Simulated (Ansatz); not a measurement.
EuPtO2

```cif
data_structure
_symmetry_space_group_name_H-M 'P 1'
_symmetry_Int_Tables_number 1
_cell_length_a 3.7507
_cell_length_b 3.7507
_cell_length_c 17.4735
_cell_angle_alpha 90.000
_cell_angle_beta 90.000
_cell_angle_gamma 120.000
_cell_volume 212.88
loop_
_atom_site_label
_atom_site_type_symbol
_atom_site_fract_x
_atom_site_fract_y
_atom_site_fract_z
_atom_site_occupancy
Pt1 Pt 0.00000 0.00000 0.00000 1
Pt2 Pt 0.66667 0.33333 0.33333 1
Pt3 Pt 0.33333 0.66667 0.66667 1
Eu1 Eu 0.33333 0.66667 0.16667 1
Eu2 Eu 0.00000 0.00000 0.50000 1
Eu3 Eu 0.66667 0.33333 0.83333 1
O1 O 0.00000 0.00000 0.11133 1
O2 O 0.66667 0.33333 0.44467 1
O3 O 0.33333 0.66667 0.77800 1
O4 O 0.66667 0.33333 0.22200 1
O5 O 0.33333 0.66667 0.55533 1
O6 O 0.00000 0.00000 0.88867 1
```

Space group R-3m; started from the delafossite prototype, which need not be the ambient phase; Hubbard U of 6 eV on Eu f only; spin-polarised.

The calculation used DFT PBE+U, scalar-relativistic, plane waves, PAW in Ansatz.

In a PAW calculation such maps are meaningful between the atoms, not at the nuclei.

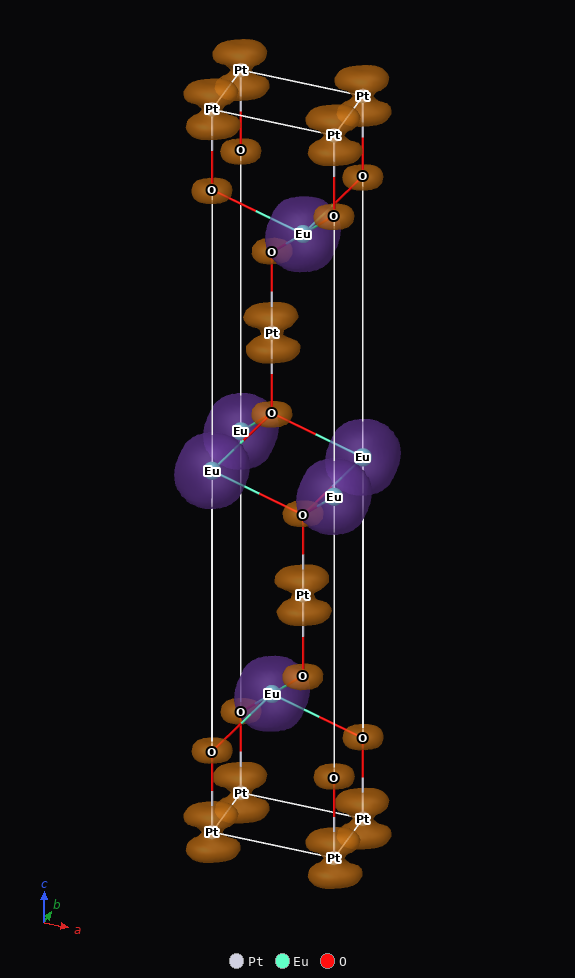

Figure 1. Isosurfaces of the magnetisation density (up minus down) at +0.2 (orange) and −0.2 e/Å³ (purple), seen slightly off an axis. Sticks mark near contacts.

### Where is the spin, and how is it ordered?

The spin density sits on Eu: −6.1 μB (×3) in one cell of 12 atoms, with smaller moments on other sites: Pt (up to +0.56 μB) and O (up to +0.21 μB): parallel main moments, as they must be, since the calculation's own cell holds one magnetic site. The cell of the calculation (4 atoms) carries 5.0 μB of net spin moment.

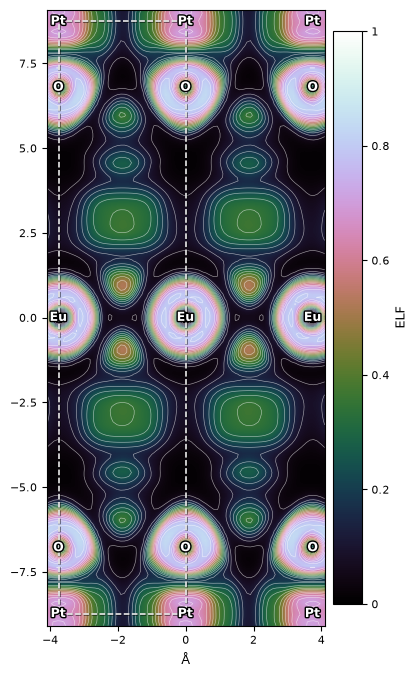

Figure 2. Electron localisation function on the (100) plane of the conventional cell.

### Describe what can be read from this map.

The section cuts through Pt, Eu and O sites. Pt–O (1.95 Å): the ELF peaks at about 0.80 in the valence shell of O, 0.6 Å from its nucleus, and is about 0.20 at the midpoint. The features right at Pt and Eu lie inside the PAW spheres, where the map follows smoothed inner orbitals and isn't to be read closely.

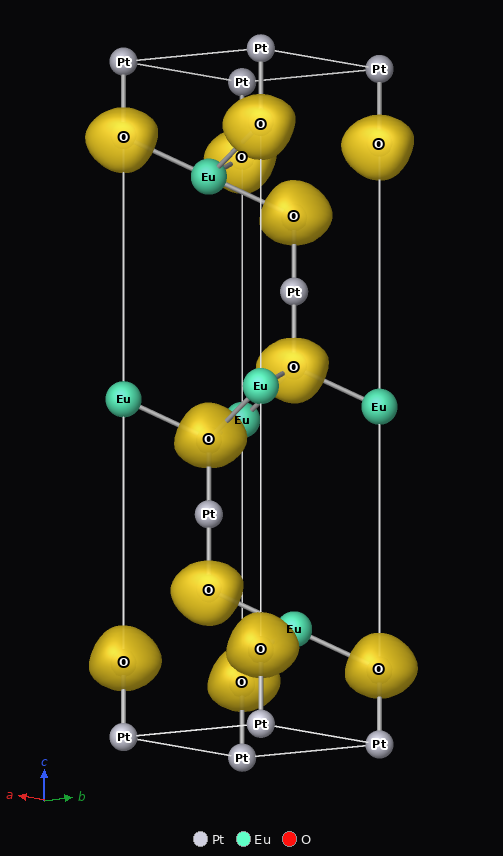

Figure 3. Isosurface of the electron localisation function at 0.65 (yellow), seen at an oblique angle. Only the valence region is drawn (cores and ρ < 0.01 e/Å³ removed). Sticks mark near contacts.

### Describe the localisation domains.

The surface consists of six regions wrapped around O (the valence shell of each), counted in one cell of 12 atoms. Regions shared between cells count once. Along the contacts the grid gives the following. Eu–O (2.37 Å): the ELF peaks at about 0.85 in the valence shell of O, 0.6 Å from its nucleus, and drops to about 0.15 between the two atoms; no localised pair shows between them.

### Metal or insulator at this level of theory?

It is metallic or semimetallic at this level of theory: no gap opens; semilocal functionals without U, or without the true magnetic order, often close the gap of such compounds.
